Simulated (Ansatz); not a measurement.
**One shape, several levels: triplet AlBH2OF2**

Wanted: a comparison of 6 runs (UHF/6-31G*, U-wB97X/6-31G*, UBHLYP/6-31G*, UBLYP/6-31G*, UPBE0/6-31G*, UCCSD(T)/6-31G*) of triplet AlBH2OF2. 

The results are computed with Ansatz 0.2.0.

128 further runs of the same task are left out: 128 set aside as unsound or not needed.

### 1 The molecule

AlBH2OF2 has 7 atoms, charge 0, and is taken as a triplet. SMILES of the parent species: `O[B](F)[AlH][F]`. The coordinates come from a PBE0-D4/def2-TZVP relaxation. This is one conformer, not always the lowest. That shape belongs to the parent species and isn't relaxed for this state.

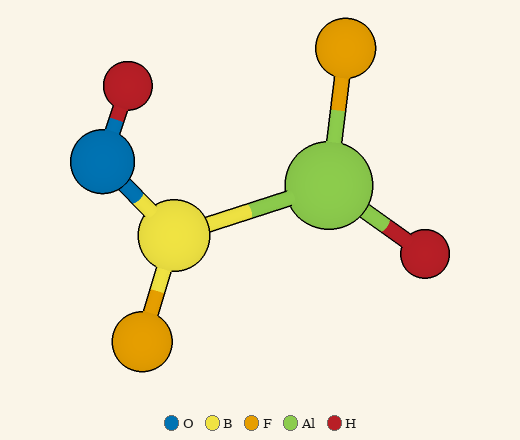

The structure, seen from a chosen angle (oxygen blue, boron yellow, fluorine amber, aluminium green, hydrogen red).

### 2 The energy at UHF/6-31G(d) (spherical functions) (run 1)

The input, molecule.yaml:

```yaml
crystal:
  periodic: [false, false, false]
  atoms:
    - {symbol: O, position_ang: [0.462300, -0.166500, 1.769000]}
    - {symbol: B, position_ang: [0.511800, -0.675600, 0.519100]}
    - {symbol: F, position_ang: [1.170800, -1.824800, 0.394500]}
    - {symbol: Al, position_ang: [-0.411500, 0.301600, -1.162100]}
    - {symbol: F, position_ang: [-1.152700, 1.713100, -0.697800]}
    - {symbol: H, position_ang: [-0.019900, 0.662300, 1.825000]}
    - {symbol: H, position_ang: [-0.499600, -0.078200, -2.693300]}
basis:
  gaussian: {orbitals: 6-31G_st_-spherical.json}
magnetization: {spin_polarized: true, initial_magnetization: 2}
hamiltonian: {xc: hf}
accuracy: high
output: {orbitals: {seedname: orbitals}}
```

The basis set 6-31G* is read from a file made from the Basis Set Exchange's data (not shown).

Started as:

```
ansatz run molecule.yaml --threads 1 --pin off --max-ram 3480MiB --events-out events.jsonl --progress --plain --runs-dir runs
```

Output:

```text
Warning: RAYON_NUM_THREADS=1 ignored (pool sized by the plan → 1); use --threads N
Functional definition: HF
  name "HF"
  exchange = exact_x
  correlation = 0
1697 factors; integrals over basis functions are off by at most 5.8e-9 eV
mean field evaluation 1: about -14730.8756 eV, gradient 3.0e1 eV
mean field evaluation 2: about -14730.8919 eV, gradient 3.0e1 eV
mean field evaluation 4: about -14735.1439 eV, gradient 3.1e0 eV
mean field evaluation 8: about -14735.4018 eV, gradient 2.6e-1 eV
mean field evaluation 16: about -14735.4050 eV, gradient 1.7e-8 eV
mean field -14735.40502277 eV, -541.5161465705 hartree, gradient 1.7e-8 eV, S^2 2.003348; 1 other end points of the search recorded, 0 dependent functions left out
reference -14735.40502277 eV, -541.5161465705 hartree; 24, 22 occupied and 54, 56 virtual orbitals, 1697 factors
Total energy: -14735.40502277 eV, -541.5161465705 hartree
```

It took 3.9 s on 1 thread of Arm Neoverse V1, shared host; peak memory 0.25 GiB.

### 3 A single-point energy at U-wB97X/6-31G(d) (spherical functions) (run 2)

The input, input.yaml:

```yaml
crystal:
  periodic: [false, false, false]
  atoms:
    - {symbol: O, position_ang: [0.462300, -0.166500, 1.769000]}
    - {symbol: B, position_ang: [0.511800, -0.675600, 0.519100]}
    - {symbol: F, position_ang: [1.170800, -1.824800, 0.394500]}
    - {symbol: Al, position_ang: [-0.411500, 0.301600, -1.162100]}
    - {symbol: F, position_ang: [-1.152700, 1.713100, -0.697800]}
    - {symbol: H, position_ang: [-0.019900, 0.662300, 1.825000]}
    - {symbol: H, position_ang: [-0.499600, -0.078200, -2.693300]}
basis:
  gaussian: {orbitals: 6-31G_st_-spherical.json}
output: {orbitals: {seedname: orbitals}}
accuracy: high
magnetization: {spin_polarized: true, initial_magnetization: 2}
hamiltonian: {xc: {name: wB97X}}
```

The basis set 6-31G* is read from a file made from the Basis Set Exchange's data (not shown).

Started as:

```
ansatz run input.yaml --threads 1 --pin off --max-ram 3480MiB --events-out events.jsonl --progress --plain --runs-dir runs
```

Output, shortened:

```text
Warning: RAYON_NUM_THREADS=1 ignored (pool sized by the plan → 1); use --threads N
Functional definition: wB97X
  name "wB97X"
[...]
      + exact_x_lr(omega)
[...]
      + integral(e_c_pw_opposite_spin*poly(b97_u_opposite, 1, cos1, cos2, cos3, cos4))
1697 factors; integrals over basis functions are off by at most 5.8e-9 eV
374 factors; integrals over basis functions are off by at most 1.6e-9 eV
[...]
mean field -14784.06023521 eV, -543.3041926481 hartree, gradient 5.1e-8 eV, S^2 2.004153; 0 other end points of the search recorded, 0 dependent functions left out
reference -14784.06023266 eV, -543.3041925544 hartree; 24, 22 occupied and 54, 56 virtual orbitals, 1697 factors
Total energy: -14784.06023266 eV, -543.3041925544 hartree
```

Run time: 63 s. Hardware: 1 thread of Arm Neoverse V1, shared host; peak memory 0.8 GiB.

### 4 A single-point energy at UBHLYP/6-31G(d) (spherical functions) (run 3)

The input, job.yaml:

```yaml
crystal:
  periodic: [false, false, false]
  atoms:
    - {symbol: O, position_ang: [0.462300, -0.166500, 1.769000]}
    - {symbol: B, position_ang: [0.511800, -0.675600, 0.519100]}
    - {symbol: F, position_ang: [1.170800, -1.824800, 0.394500]}
    - {symbol: Al, position_ang: [-0.411500, 0.301600, -1.162100]}
    - {symbol: F, position_ang: [-1.152700, 1.713100, -0.697800]}
    - {symbol: H, position_ang: [-0.019900, 0.662300, 1.825000]}
    - {symbol: H, position_ang: [-0.499600, -0.078200, -2.693300]}
basis:
  gaussian: {orbitals: 6-31G_st_-spherical.json}
magnetization: {spin_polarized: true, initial_magnetization: 2}
hamiltonian: {xc: {name: BHLYP}}
accuracy: high
output: {orbitals: {seedname: orbitals}}
```

The basis set 6-31G* is read from a file made from the Basis Set Exchange's data (not shown).

Started as:

```
ansatz run job.yaml --threads 1 --pin off --max-ram 3480MiB --events-out events.jsonl --progress --plain --runs-dir runs
```

Output:

```text
Warning: RAYON_NUM_THREADS=1 ignored (pool sized by the plan → 1); use --threads N
Functional definition: BHLYP
  name "BHLYP"
  parameter a = 0.5
  exchange = (1 - a)*b88_x + a*exact_x
  correlation = lyp_c
1697 factors; integrals over basis functions are off by at most 5.8e-9 eV
mean field evaluation 1: about -14778.3503 eV, gradient 3.6e1 eV
mean field evaluation 2: about -14775.9459 eV, gradient 4.6e1 eV
mean field evaluation 4: about -14782.8712 eV, gradient 1.7e0 eV
mean field evaluation 8: about -14782.9679 eV, gradient 2.3e-1 eV
mean field evaluation 16: about -14782.9693 eV, gradient 1.0e-3 eV
mean field evaluation 32: about -14782.9693 eV, gradient 5.7e-8 eV
mean field -14782.96932530 eV, -543.2641024482 hartree, gradient 5.7e-8 eV, S^2 2.005060; 0 other end points of the search recorded, 0 dependent functions left out
reference -14782.96935153 eV, -543.2641034121 hartree; 24, 22 occupied and 54, 56 virtual orbitals, 1697 factors
Total energy: -14782.96935153 eV, -543.2641034121 hartree
```

Run time: 16 s. Hardware: 1 thread of Arm Neoverse V1, shared host; peak memory 0.36 GiB.

Runs 4 to 5 aren't shown in full; the table further down has their settings and results.

### 5 The energy at UCCSD(T)/6-31G(d) (spherical functions) (run 6)

input.yaml, as its differences from that of step 3:

```diff
@@ -12,5 +12,5 @@
   gaussian: {orbitals: 6-31G_st_-spherical.json}
-output: {orbitals: {seedname: orbitals}}
+magnetization: {spin_polarized: true, initial_magnetization: 2}
+correlation: {method: ccsd_t, frozen_orbitals: {Al: 5, B: 1, F: 1, H: 0, O: 1}}
 accuracy: high
-magnetization: {spin_polarized: true, initial_magnetization: 2}
-hamiltonian: {xc: {name: wB97X}}
+scf: {omitted_lower_state_checks: [cluster_reference, increment]}
```

The basis set 6-31G* is read from a file made from the Basis Set Exchange's data (not shown).

Started as:

```
ansatz run input.yaml --threads 1 --pin off --max-ram 3480MiB --events-out events.jsonl --progress --plain --runs-dir runs
```

Output, shortened:

```text
Warning: RAYON_NUM_THREADS=1 ignored (pool sized by the plan → 1); use --threads N
[... 2 set-up lines as earlier in the session ...]
[...]
1697 factors; integrals over basis functions are off by at most 5.8e-9 eV
[...]
mean field -14735.40502277 eV, -541.5161465705 hartree, gradient 1.7e-8 eV, S^2 2.003348; 1 other end points of the search recorded, 0 dependent functions left out
9 core orbitals not correlated: weight in the atoms' cores, before any rotation towards them, 1.000 or more for the frozen orbitals, at most 0.000 for the correlated occupied ones
reference -14735.40502277 eV, -541.5161465705 hartree; 15, 13 occupied and 54, 56 virtual orbitals, 1697 factors
second order -17.24381285 eV of doubles, -0.00000000 eV of singles
cycle   1  -17.19860443 eV  change    4.5e-2 eV  update   1.2e-1
[...]
cycle  28  -17.83753086 eV  change  -5.6e-10 eV  update   1.3e-9
perturbative correction -0.39892907 eV, -0.0146603729 hartree
Total energy: -14753.64148270 eV, -542.1863241119 hartree
Checks for a lower state left out: cluster_reference, increment
```

Wall time 62 s (1 thread of Arm Neoverse V1, shared host); peak memory 0.7 GiB.

### 6 The series

```tsv
run	level	frozen core orbitals	energy (Eh)	HOMO energy (eV)	⟨S²⟩	wall time
1	UHF/6-31G* (spherical functions)	–	-541.516147	-6.74	2.003	3.9 s
2	U-wB97X/6-31G* (spherical functions)	–	-543.304193	-6.27	2.004	63 s
3	UBHLYP/6-31G* (spherical functions)	–	-543.264103	-5.11	2.005	16 s
4	UBLYP/6-31G* (spherical functions)	–	-543.352499	-3.17	2.002	9 s
5	UPBE0/6-31G* (spherical functions)	–	-542.971671	-4.44	2.003	13 s
6	UCCSD(T)/6-31G* (spherical functions)	9	-542.186324	–	2.003	62 s
```

### 7 Summary of results

| quantity | value |
| --- | --- |
| run 6: total energy | -542.18632 Eh |
| run 6: correlation energy (9 core orbitals frozen) | -670.2 mEh |
| run 6: (T) correction | -14.66 mEh |
| run 6: ⟨S²⟩ of the reference determinant | 2.003 |
| run 6: T1 diagnostic | 0.024 |

Totals of different functionals can't be ranked against each other. All runs together took 2.8 min, the longest 63 s.
